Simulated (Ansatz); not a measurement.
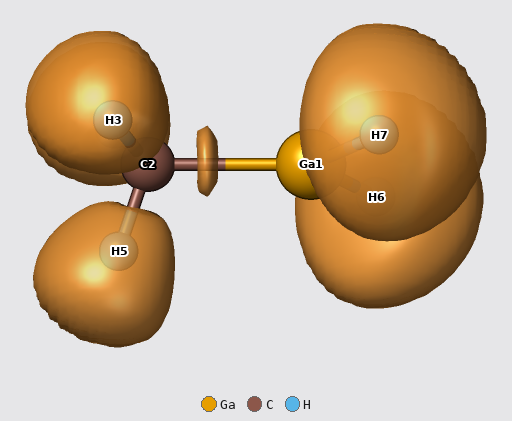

Figure. CH₅Ga. Isosurface of the ELF at 0.85 (orange), seen from one side. Only the valence region is drawn (cores and ρ < 0.01 e/Å³ removed).

Theory: Ansatz 0.2.0, RKS PBE/def2-SVP.

The calculation's input:

```
crystal:
  periodic: [false, false, false]
  atoms:
    - { symbol: Ga, position_ang: [0.0, 0.0, 0.0] }
    - { symbol: C, position_ang: [0.0, 0.0, 1.98] }
    - { symbol: H, position_ang: [-0.9996, -0.3092, 2.3505] }
    - { symbol: H, position_ang: [0.7676, -0.7111, 2.3505] }
    - { symbol: H, position_ang: [0.232, 1.0203, 2.3505] }
    - { symbol: H, position_ang: [1.3596, 0.0, -0.785] }
    - { symbol: H, position_ang: [-1.3596, 0.0, -0.785] }
basis:
  gaussian: { orbitals: def2-SVP }
hamiltonian:
  xc: pbe
relax:
  f_tol: 0.02
  max_steps: 40
output:
  orbitals: {}
```

Run with:

```sh
ansatz run input.yaml --threads 1 --pin off --max-ram 2048MiB --backend cpu --events-out ev --progress --plain --runs-dir out
```

The fields are those of the relaxed geometry.

**Describe the localisation domains.**

The surface consists of five regions around hydrogen nuclei and one lobe of the valence shell of C pointing towards Ga (polar bonds).

Values along the shortest contacts:
C–Ga (1.98 Å): the ELF peaks at about 0.95 in the valence shell of C, 0.7 Å from its nucleus, and is about 0.55 at the midpoint. C–H (1.11 Å): the ELF climbs to about 1 towards the hydrogen, as it does in any bond to H; an ordinary covalent bond to hydrogen.
